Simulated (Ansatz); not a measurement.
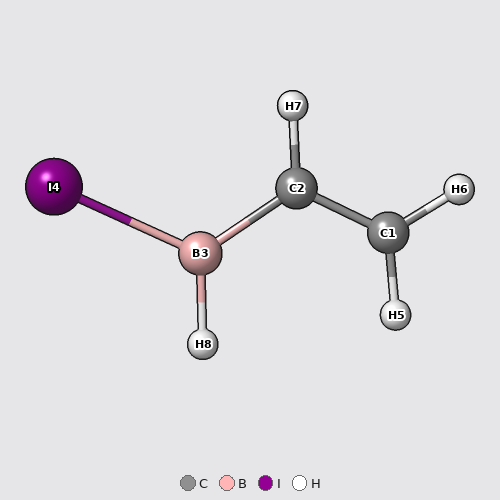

The system is C2H4BI, SMILES C=CBI; the picture shows the reference structure. 
- Coordinates scanned: (1) dihedral C1–C2–B3–I4; (2) dihedral H5–C1–C2–B3.
- Nothing is relaxed (all other coordinates rigid).
- The scan uses an 18 × 18 grid; 302 points were computed and 22 follow by symmetry.
- Points are written as (first, second).
- Energies: kJ/mol, counted from the lowest grid point.
- The dihedral twists a double bond; near 90° a spin-restricted reference is unreliable.
- All numbers below come from RKS PBE0-D4/def2-SVP in Ansatz.

Its coordinates:

```xyz
8

C     0.8379    1.0315    0.2356
C    -0.2779    0.4023   -0.1793
B    -0.3845   -1.1228   -0.0543
I    -2.1282   -2.1575   -0.6924
H     1.6767    0.4713    0.6630
H     0.9620    2.1183    0.1682
H    -1.0932    1.0012   -0.6010
H     0.4993   -1.8017    0.4042
```

Range: dihedral C1–C2–B3–I4 from −180 to 160°; dihedral H5–C1–C2–B3 from −180 to 160°.

> What landscape does the calculation give?

The lowest grid point is at (−180°, 0°); the map holds 2 wells of about this depth. The highest grid point, (−80°, 100°), lies 346 kJ/mol above the lowest. Round the minimum the valley is somewhat tilted: raising dihedral C1–C2–B3–I4 shifts the best value of dihedral H5–C1–C2–B3 downwards (coupling k₁₂/√(k₁₁k₂₂) about 0.3).

| dihedral H5–C1–C2–B3 ↓, dihedral C1–C2–B3–I4 → | −180 | −140 | −100 | −60 | −20 | 20 | 60 | 100 | 140 |
| --- | --- | --- | --- | --- | --- | --- | --- | --- | --- |
| 160 | 18 | 25 | 48 | 50 | 31 | 25 | 36 | 51 | 37 |
| 120 | 157 | 157 | 196 | 212 | 174 | 156 | 171 | 205 | 192 |
| 80 | 265 | 313 | 336 | 288 | 262 | 283 | 342 | 319 | 267 |
| 40 | 72 | 98 | 109 | 85 | 74 | 87 | 113 | 104 | 74 |
| 0 | 0 | 12 | 30 | 23 | 10 | 10 | 23 | 30 | 12 |
| −40 | 72 | 74 | 104 | 113 | 87 | 74 | 85 | 109 | 98 |
| −80 | 265 | 267 | 319 | 342 | 283 | 262 | 288 | 336 | 313 |
| −120 | 157 | 192 | 205 | 171 | 156 | 174 | 212 | 196 | 156 |
| −160 | 18 | 37 | 51 | 35 | 25 | 31 | 50 | 48 | 25 |

The table holds every second grid line.

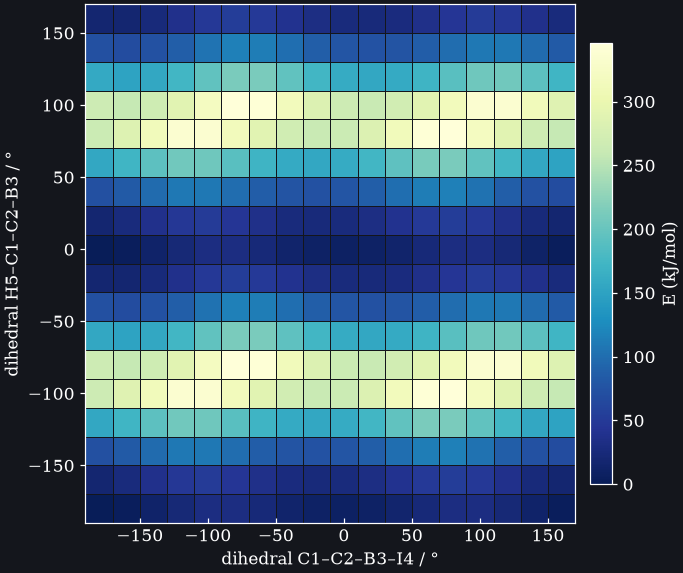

The picture shows one coloured cell a grid point.

The whole map (302 points run) took 16 min on 1 thread of Intel(R) Xeon(R) Platinum 8488C (Sapphire Rapids) (shared host).
